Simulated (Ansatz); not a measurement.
# Resistivity from frozen vibrations: Mg(0001) with 2 thermally displaced layers, 2x2, part 2 of 2

Aim: the resistivity of Mg at 300 K from frozen thermal displacements between perfect leads. The measured value for the pure metal at this temperature is 4.51 µΩ cm (CRC Handbook of Chemistry and Physics, 84th ed., 2003, Electrical Resistivity of Pure Metals).

Ansatz 0.2.0; Ansatz plane-wave DFT, PBE, PAW files; ballistic transport by layer matching (Landauer), zero bias; PAW set soft_1.

So far, open channels per spin nearest the Fermi level: step 2 (with 2 displaced layers) 3.77.

## (3) With 6 displaced layers

Each atom of 6 layers is moved at random, by amounts drawn from a normal law 0.1085 Å wide in each direction from the Debye model (400 K) at 300 K. A fresh draw is used; the growth of the resistance with length is what counts.

System of this step: Mg(0001) with 6 thermally displaced layers, 2x2. The cell holds 64 atoms: 64 Mg. Cell: a = 6.419 Å, b = 6.419 Å, c = 41.683 Å, α = 90.0°, β = 90.0°, γ = 120.0°. It derives from Mg. Regions: lead, 40 atoms (40 Mg); scattering region, 24 atoms (24 Mg). The structure is stacked along c, and the current runs across the ab planes.

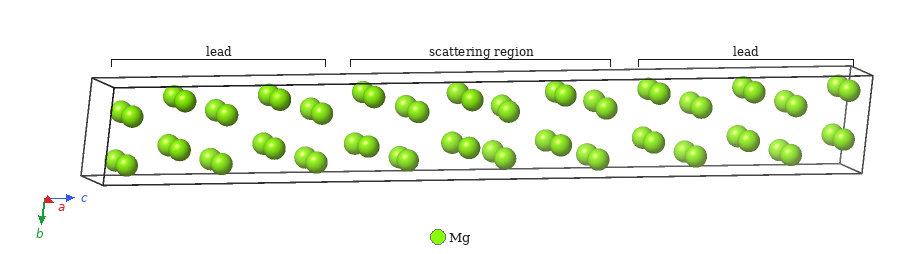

The cell of this step (magnesium green).

File input.yaml:

```yaml
crystal:
  lattice:
    - [6.41854, 0.0, 0.0]
    - [-3.20927, 5.5586186952, 0.0]
    - [0.0, 0.0, 41.68264]
  atoms:
    - { symbol: Mg, position: [0.1666666667, 0.3333333333, 0.03125] }
    - { symbol: Mg, position: [0.1666666667, 0.8333333333, 0.03125] }
    - { symbol: Mg, position: [0.6666666667, 0.3333333333, 0.03125] }
    - { symbol: Mg, position: [0.6666666667, 0.8333333333, 0.03125] }
    - { symbol: Mg, position: [0.3333333333, 0.1666666667, 0.09375] }
    - { symbol: Mg, position: [0.3333333333, 0.6666666667, 0.09375] }
    - { symbol: Mg, position: [0.8333333333, 0.1666666667, 0.09375] }
    - { symbol: Mg, position: [0.8333333333, 0.6666666667, 0.09375] }
    - { symbol: Mg, position: [0.1666666667, 0.3333333333, 0.15625] }
    - { symbol: Mg, position: [0.1666666667, 0.8333333333, 0.15625] }
    - { symbol: Mg, position: [0.6666666667, 0.3333333333, 0.15625] }
    - { symbol: Mg, position: [0.6666666667, 0.8333333333, 0.15625] }
    - { symbol: Mg, position: [0.3333333333, 0.1666666667, 0.21875] }
    - { symbol: Mg, position: [0.3333333333, 0.6666666667, 0.21875] }
    - { symbol: Mg, position: [0.8333333333, 0.1666666667, 0.21875] }
    - { symbol: Mg, position: [0.8333333333, 0.6666666667, 0.21875] }
    - { symbol: Mg, position: [0.1666666667, 0.3333333333, 0.28125] }
    - { symbol: Mg, position: [0.1666666667, 0.8333333333, 0.28125] }
    - { symbol: Mg, position: [0.6666666667, 0.3333333333, 0.28125] }
    - { symbol: Mg, position: [0.6666666667, 0.8333333333, 0.28125] }
    - { symbol: Mg, position: [0.3172987453, 0.1550660435, 0.3430124006] }
    - { symbol: Mg, position: [0.3284992926, 0.6816242475, 0.3395955376] }
    - { symbol: Mg, position: [0.8411493763, 0.1544565378, 0.3423289697] }
    - { symbol: Mg, position: [0.8090915517, 0.6638512746, 0.3431053604] }
    - { symbol: Mg, position: [0.1646937052, 0.3229148514, 0.4064940385] }
    - { symbol: Mg, position: [0.2014174163, 0.8413164002, 0.4047567389] }
    - { symbol: Mg, position: [0.6815205801, 0.3308193264, 0.4077957993] }
    - { symbol: Mg, position: [0.6732077503, 0.8257003111, 0.4012256435] }
    - { symbol: Mg, position: [0.3328385554, 0.1774302579, 0.4677606084] }
    - { symbol: Mg, position: [0.3503130515, 0.6857858407, 0.467333724] }
    - { symbol: Mg, position: [0.8699751328, 0.1983218823, 0.471558655] }
    - { symbol: Mg, position: [0.8637376891, 0.6880745052, 0.4746183528] }
    - { symbol: Mg, position: [0.1698287112, 0.3333740115, 0.5328198315] }
    - { symbol: Mg, position: [0.1361571105, 0.8030176285, 0.5289542163] }
    - { symbol: Mg, position: [0.6775809859, 0.3425666323, 0.527251003] }
    - { symbol: Mg, position: [0.6317441671, 0.827162706, 0.5307605066] }
    - { symbol: Mg, position: [0.3390536647, 0.179770665, 0.5969485396] }
    - { symbol: Mg, position: [0.3432156461, 0.6786253626, 0.5908992932] }
    - { symbol: Mg, position: [0.8157550859, 0.1712776883, 0.5954800554] }
    - { symbol: Mg, position: [0.8513941335, 0.6782361104, 0.5957911303] }
    - { symbol: Mg, position: [0.1632555907, 0.299133276, 0.6543390357] }
    - { symbol: Mg, position: [0.1801835487, 0.8449794844, 0.6523141659] }
    - { symbol: Mg, position: [0.6822128712, 0.3247679856, 0.6556450203] }
    - { symbol: Mg, position: [0.6786110519, 0.8479651003, 0.6525197315] }
    - { symbol: Mg, position: [0.3333333333, 0.1666666667, 0.71875] }
    - { symbol: Mg, position: [0.3333333333, 0.6666666667, 0.71875] }
    - { symbol: Mg, position: [0.8333333333, 0.1666666667, 0.71875] }
    - { symbol: Mg, position: [0.8333333333, 0.6666666667, 0.71875] }
    - { symbol: Mg, position: [0.1666666667, 0.3333333333, 0.78125] }
    - { symbol: Mg, position: [0.1666666667, 0.8333333333, 0.78125] }
    - { symbol: Mg, position: [0.6666666667, 0.3333333333, 0.78125] }
    - { symbol: Mg, position: [0.6666666667, 0.8333333333, 0.78125] }
    - { symbol: Mg, position: [0.3333333333, 0.1666666667, 0.84375] }
    - { symbol: Mg, position: [0.3333333333, 0.6666666667, 0.84375] }
    - { symbol: Mg, position: [0.8333333333, 0.1666666667, 0.84375] }
    - { symbol: Mg, position: [0.8333333333, 0.6666666667, 0.84375] }
    - { symbol: Mg, position: [0.1666666667, 0.3333333333, 0.90625] }
    - { symbol: Mg, position: [0.1666666667, 0.8333333333, 0.90625] }
    - { symbol: Mg, position: [0.6666666667, 0.3333333333, 0.90625] }
    - { symbol: Mg, position: [0.6666666667, 0.8333333333, 0.90625] }
    - { symbol: Mg, position: [0.3333333333, 0.1666666667, 0.96875] }
    - { symbol: Mg, position: [0.3333333333, 0.6666666667, 0.96875] }
    - { symbol: Mg, position: [0.8333333333, 0.1666666667, 0.96875] }
    - { symbol: Mg, position: [0.8333333333, 0.6666666667, 0.96875] }
kpoints:
  mp_grid: { grid: [4, 4, 1] }
hamiltonian:
  xc: pbe
  pseudopotentials: { kind: paw, azcp: { folder: soft_1 } }
scf:
  occupations: { method: fermi_dirac, width: 0.1 }
output:
  transmission: { leads: [[0, 8]], kmesh: [8, 8], e_range: [-0.05, 0.05], de: 0.05 }
  write_potential: true
  write_density: true
  volumetric_format: npy
```

Launch:

```sh
> ansatz run input.yaml --threads 4 --pin off --max-ram 15360MiB --backend cpu --events-out ev --progress --plain --runs-dir out
```

Numbers of over 12 decimals in the logs are rounded to 6 here.

What it wrote:

```text
[...]
Crystal: 64 atoms, lattice volume = 1487.162 Å³
Basis set: ecut = 420 eV, 29155 PW (Γ)
Bands: 384, of which v1, the nominal top of the filled ones, is band 320 counted from 1 (319 counted from 0)
Symmetry: 1 space group operations
[...]
k-points: 10 of 16 (time reversal used)
[...]
SCF iter   1: F=—  HF=-123123.812527 eV  |F-HF|=—  |Δ(HF+E_count)|=         —  Δρ=1.34e-2  dr2=4.02e0  ethr=3.10e-3  ⟨swp⟩=8.3  Hψ=15464  notcnv=0  defer=29
[...]
SCF iter   8: F=-123123.337690 eV  HF=-123123.337690 eV  |F-HF|=5.47e-8  |Δ(HF+E_count)|=   4.81e-8  Δρ=9.80e-7  dr2=5.69e-8  ethr=1.56e-11  ⟨swp⟩=11.0  Hψ=13964  notcnv=0
SCF 1 converged in 8 iterations: F = -123123.337690 eV  dr2 = 5.69e-8
[...]
transmission: 222 of 2210 steps passed
transmission: 442 of 2210 steps passed
[...]
transmission: 2210 of 2210 steps passed
SCF converged after 8 iterations
Free energy (F): -123123.337690 eV
[...]
Internal energy: -123122.688909 eV  (E = F + TS)
E sigma→0 (E₀):  -123123.013300 eV
Entropy (-TS):   -0.648781 eV (-10.137 meV/atom)
Fermi energy:    5.513731 eV
[...]
--- Band table (eV; the first three rows and the last of 10) ---
  k-point 0: bands = [... 316 lower, 4.4231, 4.4296, 4.4331, 4.4462, 4.4715, 5.0408, 5.0477, 5.0613, ... 60 higher]
  k-point 1: bands = [... 316 lower, 5.0081, 5.0219, 5.2776, 5.2826, 5.6366, 5.6582, 5.6813, 5.6966, ... 60 higher]
  k-point 2: bands = [... 316 lower, 5.9915, 6.0150, 6.0330, 6.0560, 6.4826, 6.5011, 6.5452, 6.5618, ... 60 higher]
  k-point 9: bands = [... 316 lower, 6.0080, 6.0125, 6.0464, 6.0589, 6.4897, 6.5058, 6.5449, 6.5558, ... 60 higher]
--- Transmission ---
  basis      : 313 plane waves across, 65 finite elements along
  points     : 34, standing for a mesh of 8 x 8
[...]
channels       : 3.765625e0 a spin
[...]
junction   : crystal 0 to crystal 0, 0.70 to 37.17 Å
    transmission   : 3.431824e0 a spin
[...]
```

Wall time 10 min (4 threads of Intel Xeon Platinum 8375C at 2.90GHz (Ice Lake), shared host); peak memory 9.6 GiB; 38 min of CPU time.

Numbers from this step:

- free energy: -123123.3377 eV
- energy at zero smearing: -123123.0133 eV
- Fermi energy: 5.514 eV
- transmission per spin nearest the Fermi level: 3.432
- step of the lead's potential: 7.5 meV

Per spin. Table of transmission, zone mean by energy, zero at the Fermi level:

```csv
energy (eV),"transmission, zone mean"
-0.0500,3.43
0.0000,3.43
0.0500,3.36
```

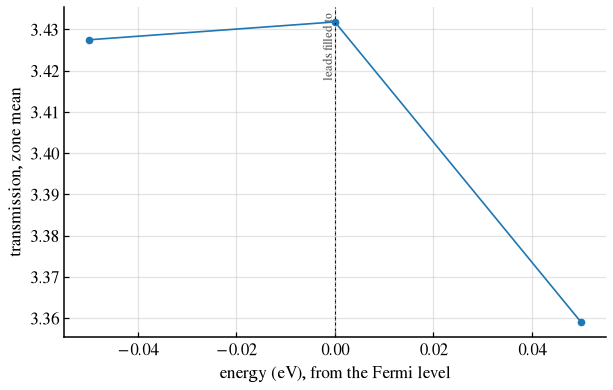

Transmission, zone mean against energy.

Over the solved energies the transmission per spin lies between 3.36 and 3.43, out of 3.77 channels of the lead on average (up to 3.77).

## (4) With 10 displaced layers

Each atom of 10 layers is moved at random, by amounts drawn from a normal law 0.1085 Å wide in each direction from the Debye model (400 K) at 300 K. A fresh draw is used; the growth of the resistance with length is what counts.

System of this step: Mg(0001) with 10 thermally displaced layers, 2x2. The cell holds 80 atoms: 80 Mg. Cell: a = 6.419 Å, b = 6.419 Å, c = 52.103 Å, α = 90.0°, β = 90.0°, γ = 120.0°. It derives from Mg. Regions: lead, 40 atoms (40 Mg); scattering region, 40 atoms (40 Mg). The structure is stacked along c, and the current runs across the ab planes.

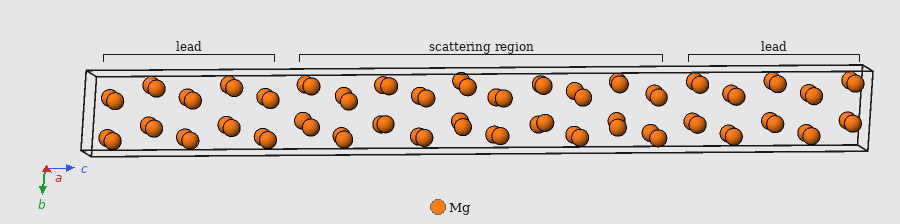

The cell of this step (magnesium orange).

File input.yaml:

```yaml
crystal:
  lattice:
    - [6.41854, 0.0, 0.0]
    - [-3.20927, 5.5586186952, 0.0]
    - [0.0, 0.0, 52.1033]
  atoms:
    - { symbol: Mg, position: [0.1666666667, 0.3333333333, 0.025] }
    - { symbol: Mg, position: [0.1666666667, 0.8333333333, 0.025] }
    - { symbol: Mg, position: [0.6666666667, 0.3333333333, 0.025] }
    - { symbol: Mg, position: [0.6666666667, 0.8333333333, 0.025] }
    - { symbol: Mg, position: [0.3333333333, 0.1666666667, 0.075] }
    - { symbol: Mg, position: [0.3333333333, 0.6666666667, 0.075] }
    - { symbol: Mg, position: [0.8333333333, 0.1666666667, 0.075] }
    - { symbol: Mg, position: [0.8333333333, 0.6666666667, 0.075] }
    - { symbol: Mg, position: [0.1666666667, 0.3333333333, 0.125] }
    - { symbol: Mg, position: [0.1666666667, 0.8333333333, 0.125] }
    - { symbol: Mg, position: [0.6666666667, 0.3333333333, 0.125] }
    - { symbol: Mg, position: [0.6666666667, 0.8333333333, 0.125] }
    - { symbol: Mg, position: [0.3333333333, 0.1666666667, 0.175] }
    - { symbol: Mg, position: [0.3333333333, 0.6666666667, 0.175] }
    - { symbol: Mg, position: [0.8333333333, 0.1666666667, 0.175] }
    - { symbol: Mg, position: [0.8333333333, 0.6666666667, 0.175] }
    - { symbol: Mg, position: [0.1666666667, 0.3333333333, 0.225] }
    - { symbol: Mg, position: [0.1666666667, 0.8333333333, 0.225] }
    - { symbol: Mg, position: [0.6666666667, 0.3333333333, 0.225] }
    - { symbol: Mg, position: [0.6666666667, 0.8333333333, 0.225] }
    - { symbol: Mg, position: [0.3508206775, 0.1681753204, 0.2733949161] }
    - { symbol: Mg, position: [0.3073480855, 0.6240023468, 0.273651448] }
    - { symbol: Mg, position: [0.8294884423, 0.1528270539, 0.2743169707] }
    - { symbol: Mg, position: [0.8313246928, 0.6676109899, 0.2771252969] }
    - { symbol: Mg, position: [0.163708746, 0.3282591451, 0.3261216342] }
    - { symbol: Mg, position: [0.1984238632, 0.8266434075, 0.3260679561] }
    - { symbol: Mg, position: [0.6531356661, 0.3595953764, 0.3263730505] }
    - { symbol: Mg, position: [0.688619302, 0.8321805648, 0.3228285195] }
    - { symbol: Mg, position: [0.3556654609, 0.1813745222, 0.3731945435] }
    - { symbol: Mg, position: [0.3128187261, 0.6754330588, 0.3746431062] }
    - { symbol: Mg, position: [0.8714935692, 0.1546774877, 0.3738993618] }
    - { symbol: Mg, position: [0.8152113034, 0.6341672209, 0.3731486322] }
    - { symbol: Mg, position: [0.1931800553, 0.3307690411, 0.4237331375] }
    - { symbol: Mg, position: [0.1508321849, 0.8446635023, 0.4263707894] }
    - { symbol: Mg, position: [0.6672033351, 0.3257367019, 0.4256362293] }
    - { symbol: Mg, position: [0.666471942, 0.8200434755, 0.4262958983] }
    - { symbol: Mg, position: [0.2849964108, 0.1415067986, 0.4743671457] }
    - { symbol: Mg, position: [0.3201368518, 0.6439417389, 0.4756845059] }
    - { symbol: Mg, position: [0.8555787047, 0.1754704823, 0.4754675427] }
    - { symbol: Mg, position: [0.8512805862, 0.6745608745, 0.4726211859] }
    - { symbol: Mg, position: [0.1758450295, 0.3585381337, 0.5226313861] }
    - { symbol: Mg, position: [0.1639221438, 0.8257382135, 0.5231300502] }
    - { symbol: Mg, position: [0.6505541614, 0.3353051167, 0.5256566606] }
    - { symbol: Mg, position: [0.657777858, 0.8051086977, 0.5243987477] }
    - { symbol: Mg, position: [0.3484173521, 0.1851469477, 0.5764003802] }
    - { symbol: Mg, position: [0.3580978873, 0.6880811474, 0.5767156728] }
    - { symbol: Mg, position: [0.8201199529, 0.1677995368, 0.573515014] }
    - { symbol: Mg, position: [0.7766737745, 0.6338582031, 0.5793498064] }
    - { symbol: Mg, position: [0.1258991632, 0.2895708008, 0.6237821527] }
    - { symbol: Mg, position: [0.1919262101, 0.8324558256, 0.6258497619] }
    - { symbol: Mg, position: [0.6612851002, 0.3317088263, 0.627637572] }
    - { symbol: Mg, position: [0.6792799881, 0.8316498309, 0.6268566422] }
    - { symbol: Mg, position: [0.3493567188, 0.1623888713, 0.6755621931] }
    - { symbol: Mg, position: [0.3311068591, 0.6536225168, 0.6773965045] }
    - { symbol: Mg, position: [0.8244640097, 0.1545755448, 0.671510449] }
    - { symbol: Mg, position: [0.8268305734, 0.6964406683, 0.6726260179] }
    - { symbol: Mg, position: [0.170344585, 0.3261671868, 0.7260647504] }
    - { symbol: Mg, position: [0.1692716516, 0.8181814061, 0.7243922425] }
    - { symbol: Mg, position: [0.6694640374, 0.3355691354, 0.7249406333] }
    - { symbol: Mg, position: [0.6675139107, 0.8456184656, 0.7277426343] }
    - { symbol: Mg, position: [0.3333333333, 0.1666666667, 0.775] }
    - { symbol: Mg, position: [0.3333333333, 0.6666666667, 0.775] }
    - { symbol: Mg, position: [0.8333333333, 0.1666666667, 0.775] }
    - { symbol: Mg, position: [0.8333333333, 0.6666666667, 0.775] }
    - { symbol: Mg, position: [0.1666666667, 0.3333333333, 0.825] }
    - { symbol: Mg, position: [0.1666666667, 0.8333333333, 0.825] }
    - { symbol: Mg, position: [0.6666666667, 0.3333333333, 0.825] }
    - { symbol: Mg, position: [0.6666666667, 0.8333333333, 0.825] }
    - { symbol: Mg, position: [0.3333333333, 0.1666666667, 0.875] }
    - { symbol: Mg, position: [0.3333333333, 0.6666666667, 0.875] }
    - { symbol: Mg, position: [0.8333333333, 0.1666666667, 0.875] }
    - { symbol: Mg, position: [0.8333333333, 0.6666666667, 0.875] }
    - { symbol: Mg, position: [0.1666666667, 0.3333333333, 0.925] }
    - { symbol: Mg, position: [0.1666666667, 0.8333333333, 0.925] }
    - { symbol: Mg, position: [0.6666666667, 0.3333333333, 0.925] }
    - { symbol: Mg, position: [0.6666666667, 0.8333333333, 0.925] }
    - { symbol: Mg, position: [0.3333333333, 0.1666666667, 0.975] }
    - { symbol: Mg, position: [0.3333333333, 0.6666666667, 0.975] }
    - { symbol: Mg, position: [0.8333333333, 0.1666666667, 0.975] }
    - { symbol: Mg, position: [0.8333333333, 0.6666666667, 0.975] }
kpoints:
  mp_grid: { grid: [4, 4, 1] }
hamiltonian:
  xc: pbe
  pseudopotentials: { kind: paw, azcp: { folder: soft_1 } }
scf:
  occupations: { method: fermi_dirac, width: 0.1 }
output:
  transmission: { leads: [[0, 8]], kmesh: [8, 8], e_range: [-0.05, 0.05], de: 0.05 }
  write_potential: true
  write_density: true
  volumetric_format: npy
```

What it wrote:

```text
[...]
Crystal: 80 atoms, lattice volume = 1858.953 Å³
Basis set: ecut = 420 eV, 36475 PW (Γ)
Bands: 480, of which v1, the nominal top of the filled ones, is band 400 counted from 1 (399 counted from 0)
Symmetry: 1 space group operations
[...]
k-points: 10 of 16 (time reversal used)
[...]
SCF iter   1: F=—  HF=-153904.136778 eV  |F-HF|=—  |Δ(HF+E_count)|=         —  Δρ=1.35e-2  dr2=5.20e0  ethr=3.10e-3  ⟨swp⟩=8.8  Hψ=19902  notcnv=0  defer=52
[...]
SCF iter   9: F=-153903.500767 eV  HF=-153903.500767 eV  |F-HF|=2.15e-8  |Δ(HF+E_count)|=   2.10e-8  Δρ=5.33e-7  dr2=2.39e-8  ethr=1.25e-11  ⟨swp⟩=10.5  Hψ=15553  notcnv=0
SCF 1 converged in 9 iterations: F = -153903.500767 eV  dr2 = 2.39e-8
[...]
transmission: 276 of 2754 steps passed
transmission: 552 of 2754 steps passed
[...]
transmission: 2754 of 2754 steps passed
SCF converged after 9 iterations
Free energy (F): -153903.500767 eV
[...]
Internal energy: -153902.609588 eV  (E = F + TS)
E sigma→0 (E₀):  -153903.055177 eV
Entropy (-TS):   -0.891179 eV (-11.140 meV/atom)
Fermi energy:    5.484438 eV
[...]
--- Band table (eV; the first three rows and the last of 10) ---
  k-point 0: bands = [... 396 lower, 4.4252, 4.4338, 4.4398, 4.4577, 4.4942, 5.0256, 5.0489, 5.0573, ... 76 higher]
  k-point 1: bands = [... 396 lower, 4.9641, 5.0123, 5.4157, 5.4447, 5.4587, 5.4766, 5.5574, 5.5672, ... 76 higher]
  k-point 2: bands = [... 396 lower, 6.1515, 6.1563, 6.1853, 6.2036, 6.2639, 6.2813, 6.3093, 6.3248, ... 76 higher]
  k-point 9: bands = [... 396 lower, 6.1325, 6.1649, 6.1820, 6.2041, 6.2672, 6.2702, 6.3266, 6.3339, ... 76 higher]
--- Transmission ---
  basis      : 313 plane waves across, 81 finite elements along
  points     : 34, standing for a mesh of 8 x 8
[...]
channels       : 3.765625e0 a spin
[...]
junction   : crystal 0 to crystal 0, 0.70 to 47.59 Å
    transmission   : 3.388458e0 a spin
[...]
```

Run time: 16 min. Hardware: 4 threads; peak memory 9.8 GiB.

This step gave:

| Item | Value |
| --- | --- |
| free energy | -153903.5008 eV |
| energy at zero smearing | -153903.0552 eV |
| Fermi energy | 5.484 eV |
| transmission per spin nearest the Fermi level | 3.388 |
| step of the lead's potential | 2.3 meV |

Per spin. The transmission, zone mean by energy, zero at the Fermi level:

```csv
energy (eV),"transmission, zone mean"
-0.0500,3.20
0.0000,3.39
0.0500,3.39
```

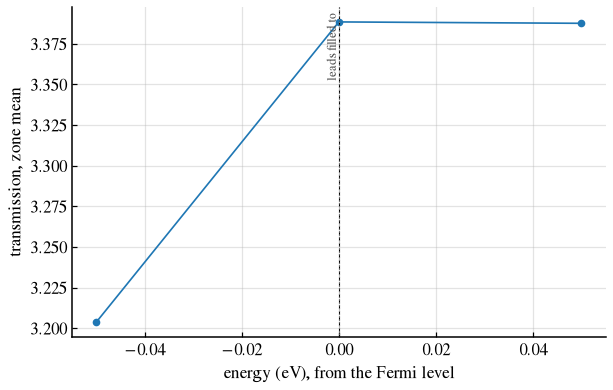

Transmission, zone mean, plotted against energy.

Over the solved energies the transmission per spin lies between 3.20 and 3.39, out of 3.70 channels of the lead on average (up to 3.77).

## (5) The fit

This step: Ansatz plane-wave DFT, PBE, PAW files; ballistic transport by layer matching (Landauer), zero bias; resistivity from the slope of the area resistance; PAW set soft_1 (Ansatz 0.2.0).

This step gave:

```
resistivity           : 5.982 µΩ cm
intercept             : 0.001786 fΩ m²
scatter about the fit : 0.02388 fΩ m²
```

Resistance, by row:

```csv
run,length (Å),T,channels N,RA (fΩ m²)
n2,5.21,3.686,3.734,0.01607
n6,15.63,3.406,3.766,0.1291
n10,26.05,3.327,3.703,0.1408
```

Table of area resistance by length of the displaced region:

```csv
length of the displaced region (Å),area resistance (fΩ m²)
5.21,0.0161
15.63,0.129
26.05,0.141
```

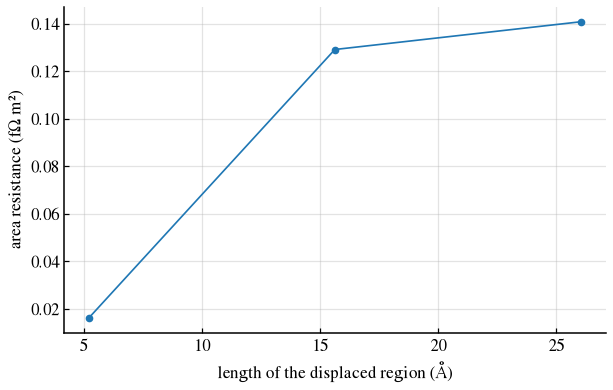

Area resistance against length of the displaced region.

The area resistance goes from 0.016 to 0.14 fΩ m² between 5.2 and 26.1 Å, a slope of 6.0 µΩ cm.

By hand from the end points: (0.1408 − 0.01607) fΩ m² / (26.05 − 5.21) Å = 6.0 µΩ cm, since 1 fΩ m² per Å is 1000 µΩ cm.

## (6) Outcome

- resistivity from the slope: 5.98 µΩ cm
- area resistance over 5.21 Å: 0.0161 fΩ m²
- area resistance over 15.6 Å: 0.129 fΩ m²
- area resistance over 26.1 Å: 0.141 fΩ m²

In words: The slope gives 6.0 µΩ cm. The points scatter by 0.024 fΩ m² about the line, with one random draw a length in a 2x2 cell, so the slope is a rough value. The mean square of the displacements drawn is 0.84, 0.86 and 0.90 of the nominal one at the three lengths; with each resistance scaled back by that, the slope is 6.6 µΩ cm, the value used below. The lead's own channel count moves between the runs (3.73, 3.77 and 3.70), which shifts RA and the slope too. The current runs along the hexagonal axis, while the measured value below is not for that direction. Read with a model of isotropic scattering on a spherical Fermi surface and the lead's 0.81×10¹⁵ S/m², this slope means a mean free path near 165 Å; over these lengths the model's slope is 1.18 times its bulk resistivity, which would be 5.6 µΩ cm. Uncorrelated displacements put too much weight on short waves, which scatter strongly; with the sideways repeat of a small cell, one draw and three short lengths, the method is good to a factor of two or three. The measured value is 4.51 µΩ cm (CRC Handbook of Chemistry and Physics, 84th ed., 2003, Electrical Resistivity of Pure Metals); the scaled slope is 1.5 times that and the corrected value 1.2: fair for so small a cell.

[Logs are printed without paths, hosts, clocks, repeated set-up lines and the standing remarks that a program may print on its own settings, such as how far it seeks lower states.]

[Hosts, paths, dates, database ids (printed as entryN), source tags and the programs' standing remarks are cut or masked in the printed files.]
